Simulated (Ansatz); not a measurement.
Bond-angle distributions (per cent of the angles at each element, bins of 10°) of a relaxed model of amorphous Cu32Zr18 at 7.53 g/cm³. Level of theory: PBE, scalar-relativistic without spin-orbit coupling (plane waves to 420 eV, PAW; Ansatz, a quantum-chemistry and plane-wave program).

Preparation: random packing, a CHGNet melt and quench, and a DFT relaxation. The hot cell started wider than the set density and was brought back towards it in steps. It is the lowest in DFT energy of 3 quenches. It is a model cell: composition and starting density were chosen by hand, and all elements were melted together. No dispersion term was used. Its density started from a set value of 7.50 and ended at 7.53 g/cm³. The simulated quench (nominally 170 K/ps over its main leg) is rapid and tends to freeze in more defects than a deposited or slowly cooled glass has. One small periodic cell is one sample of the glass; other quenches scatter about these values. Volume and shape were free in the relaxation. On a 2×2×2 Γ-centred mesh force components of up to 0.19 eV/Å stay, since the relaxation ran on one k-point at (1/4, 1/4, 1/4).

Bonds are counted up to Cu-Cu 3.24 Å, Cu-Zr 3.38 Å, Zr-Zr 4.00 Å.

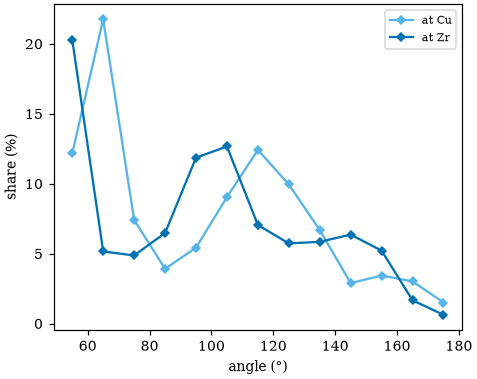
Figure. Bond-angle distributions

They go with these counts of neighbours within the cut-offs, cation contacts included: Cu mean 10.7, most often 11; Zr mean 14.4, most often 15.
